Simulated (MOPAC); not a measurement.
**Run report: H2 (charge +1), geometry relaxation**

H2, charge +1, multiplicity 2, computed with PM7, unrestricted, dispersion built in (MOPAC 23.2.5).

The starting geometry was optimised with PM7.

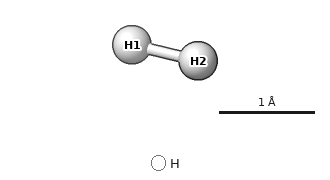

Fig. 1: The input geometry (ball-and-stick view, seen at a tilt; atoms are numbered from 1 in the order of the input). Bond lengths as drawn: H–H 0.76 Å.

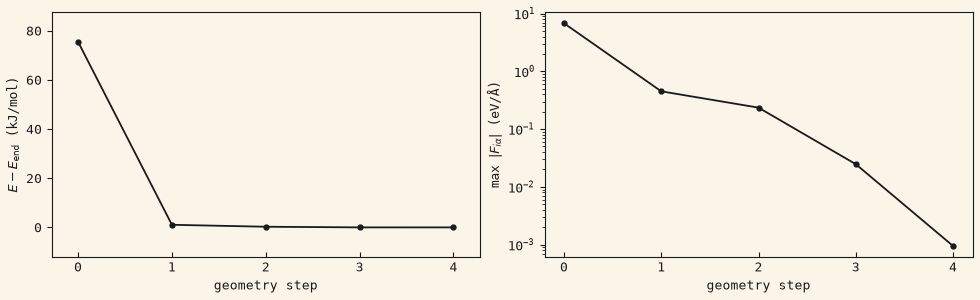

Fig. 2: Progress of the relaxation, step by step (steps are counted from 0).

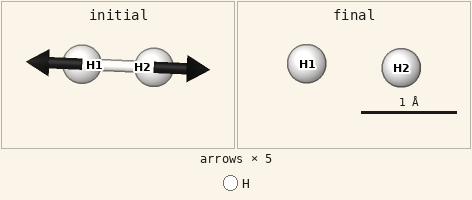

Fig. 3: Before (left) and after (right) the relaxation, at one scale (ball-and-stick view, seen at a tilt). The black arrows give the displacements, magnified 5 times. The largest moves after the best rigid fit, 0.12 Å, are those of H1 and H2. Among the contacts that change: H1–H2 0.759 → 0.997 Å. Bonds break: H1–H2 (0.76 → 1.00 Å). Over 4 geometry steps the energy falls by 75.5 kJ/mol. The largest force component goes from 6.8 to 0.00095 eV/Å. (Atoms are counted from 1 in the order of the input.)

The input and output of the run follow.

### Input file (h2.mop)
```
PM7 DISP DOUBLET GNORM=0.05 UHF CHARGE=1 CYCLES=300 AUX(PRECISION=6) T=10M THREADS=1
H2, PM7

H 0.314424 1 -0.115331 1 0.174245 1
H -0.314707 1 0.127881 1 -0.174842 1
```

Run as:
```bash
mopac h2.mop
```

### What the program printed
```
MOPAC v23.2.5
PM7 CALCULATION RESULTS

 *  PM7        - The PM7 Hamiltonian to be used
 *  DOUBLET    - SPIN STATE DEFINED AS A DOUBLET
 *  UHF        - UNRESTRICTED HARTREE-FOCK CALCULATION
 *
 *
 *
 *                 CHARGE ON SYSTEM = +1
 *
 *
 *
 *  THREADS=1  - MULTI-THREADING NOT USED
 *  CYCLES=    - DO A MAXIMUM OF 300 STEPS
 *  GNORM      - EXIT WHEN GRADIENT NORM DROPS BELOW 0.050
 *  AUX        - OUTPUT AUXILIARY INFORMATION
 *  DISP       - PRINT DISPERSION AND HYDROGEN BOND ENERGIES
PM7 DISP DOUBLET GNORM=0.05 UHF CHARGE=1 CYCLES=300 AUX(PRECISION=6) T=10M THREADS=1
 H2, PM7

   ATOM   CHEMICAL          X               Y               Z
  NUMBER   SYMBOL      (ANGSTROMS)     (ANGSTROMS)     (ANGSTROMS)

     1       H          0.31442400  *  -0.11533100  *   0.17424500  *
     2       H         -0.31470700  *   0.12788100  *  -0.17484200  *

          CARTESIAN COORDINATES

    NO.       ATOM           X           Y           Z

     1         H          0.3144     -0.1153      0.1742
     2         H         -0.3147      0.1279     -0.1748

           Empirical Formula: H2  =     2 atoms

      MOLECULAR POINT GROUP   :   D*h

 DOUBLET STATE CALCULATION

          UHF CALCULATION, NO. OF ALPHA ELECTRONS =    1
                           NO. OF BETA  ELECTRONS =    0

          Geometry optimization using EF

          DIAGONAL MATRIX USED AS START HESSIAN

 CYCLE:     1 TIME:   0.008 TIME LEFT: 10.00M  GRAD.:   267.933 HEAT:  314.5077
 CYCLE:     2 TIME:   0.000 TIME LEFT: 10.00M  GRAD.:    18.719 HEAT:  296.7074
 CYCLE:     3 TIME:   0.000 TIME LEFT: 10.00M  GRAD.:     9.710 HEAT:  296.5177
 CYCLE:     4 TIME:   0.000 TIME LEFT: 10.00M  GRAD.:     1.007 HEAT:  296.4551
 CYCLE:     5 TIME:   0.000 TIME LEFT: 10.00M  GRAD.:     0.046 HEAT:  296.4544

     GRADIENT =  0.04554 IS LESS THAN CUTOFF =  0.05000

 -------------------------------------------------------------------------------
 PM7 DISP DOUBLET GNORM=0.05 UHF CHARGE=1 CYCLES=300 AUX(PRECISION=6) T=10M THREADS=1
 H2, PM7

     GEOMETRY OPTIMISED USING EIGENVECTOR FOLLOWING (EF).
     SCF FIELD WAS ACHIEVED

                              PM7 CALCULATION

          FINAL HEAT OF FORMATION =        296.45441 KCAL/MOL =    1240.36526 KJ/MOL

          TOTAL ENERGY            =       -318.31431 KCAL/MOL = ELECTRONIC ENERGY + CORE-CORE REPULSION
          ENERGY OF ATOMS         =        614.76969 KCAL/MOL
                              SUM =        296.45538 KCAL/MOL
          DISPERSION ENERGY       =         -0.00097 KCAL/MOL
                              SUM =        296.45441 KCAL/MOL = FINAL HEAT OF FORMATION

          TOTAL ENERGY            =        -13.80341 EV
          ELECTRONIC ENERGY       =        -25.27931 EV
          CORE-CORE REPULSION     =         11.47590 EV
          COSMO AREA              =         29.30 SQUARE ANGSTROMS
          COSMO VOLUME            =         14.31 CUBIC ANGSTROMS

          GRADIENT NORM           =          0.04554          =       0.03220 PER ATOM
          IONIZATION POTENTIAL    =         25.279312 EV
          ALPHA SOMO LUMO (EV)    =        -25.279 -6.969
          NO. OF ALPHA ELECTRONS  =          1
          NO. OF BETA  ELECTRONS  =          0
          MOLECULAR WEIGHT        =          2.0158         POINT GROUP:  D*h

          MOLECULAR DIMENSIONS (Angstroms)

            Atom       Atom       Distance
            H     2    H     1     0.99721
            H     2    H     1     0.00000
            H     1    H     2     0.00000

          SCF CALCULATIONS        =          6

          WALL-CLOCK TIME         =      0.016 SECONDS
          COMPUTATION TIME        =      0.006 SECONDS

   ATOM   CHEMICAL          X               Y               Z
  NUMBER   SYMBOL      (ANGSTROMS)     (ANGSTROMS)     (ANGSTROMS)

     1       H          0.39664270  *  -0.15912598  *   0.25231506  *
     2       H         -0.39692570  *   0.17167598  *  -0.25291206  *

                             CARTESIAN COORDINATES

   1    H        0.396642702    -0.159125984     0.252315062
   2    H       -0.396925702     0.171675984    -0.252912062

           Empirical Formula: H2  =     2 atoms

      MOLECULAR POINT GROUP   :   D*h

          ALPHA EIGENVALUES
 -25.27931  -6.96884

           BETA EIGENVALUES
 -13.15052  -4.94798

              NET ATOMIC CHARGES AND DIPOLE CONTRIBUTIONS

  ATOM NO.   TYPE          CHARGE      No. of ELECS.   s-Pop
    1          H           0.500000        0.5000     0.50000
    2          H           0.500000        0.5000     0.50000
 DIPOLE           X         Y         Z       TOTAL
 POINT-CHG.    -0.000     0.000    -0.000     0.000
 HYBRID         0.000     0.000     0.000     0.000
 SUM           -0.000     0.000    -0.000     0.000

          ATOMIC ORBITAL ELECTRON POPULATIONS

     Atom    s
    1  H   0.50000
    2  H   0.50000

                    (SZ)    =    0.500000
                    (S**2)  =    0.750000

          ATOMIC ORBITAL SPIN POPULATIONS

    Atom   Total    s
         Atomic
    1  H  0.5000  0.500
    2  H  0.5000  0.500

 *                    *
 * JOB ENDED NORMALLY *
 *                    *

 TOTAL JOB TIME:             0.02 SECONDS

 == MOPAC DONE ==
```

### Trajectory as extended XYZ (Å, eV, eV/Å), 5 frames, from step=0 to step=4
```
2
Properties=species:S:1:pos:R:3:forces:R:3 step=0 energy=13.63834
H     0.3144   -0.1153    0.1742    6.8061  -2.6298   3.7759
H    -0.3147    0.1279   -0.1748   -6.8061   2.6298  -3.7759
2
Properties=species:S:1:pos:R:3:forces:R:3 step=1 energy=12.86645
H     0.4061   -0.1653    0.2696   -0.4508   0.1907  -0.2997
H    -0.4063    0.1779   -0.2702    0.4508  -0.1907   0.2997
2
Properties=species:S:1:pos:R:3:forces:R:3 step=2 energy=12.85822
H     0.4014   -0.1622    0.2607   -0.2354   0.0991  -0.1531
H    -0.4016    0.1748   -0.2613    0.2354  -0.0991   0.1531
2
Properties=species:S:1:pos:R:3:forces:R:3 step=3 energy=12.85551
H     0.3961   -0.1588    0.2515    0.0247  -0.0100   0.0156
H    -0.3964    0.1714   -0.2521   -0.0247   0.0100  -0.0156
2
Properties=species:S:1:pos:R:3:forces:R:3 step=4 energy=12.85548
H     0.3966   -0.1591    0.2523   -0.0009   0.0007  -0.0007
H    -0.3969    0.1717   -0.2529    0.0009  -0.0007   0.0007
```

### Key numbers

```json
{"quantity": "outcome", "value": "converged"}
{"quantity": "total energy", "value": "−0.507266 hartree"}
{"quantity": "dispersion energy", "value": "−0.000002 hartree"}
{"quantity": "heat of formation", "value": "296.45 kcal/mol"}
{"quantity": "basis functions", "value": "2"}
{"quantity": "largest force", "value": "0.001 eV/Å"}
{"quantity": "⟨S²⟩", "value": "0.750"}
{"quantity": "hardware", "value": "1 thread of AMD EPYC (Zen 5), 128 GiB of memory available, shared host"}
{"quantity": "peak memory", "value": "0.07 GiB"}
```

### Notes

MOPAC's energies along a path are heats of formation.
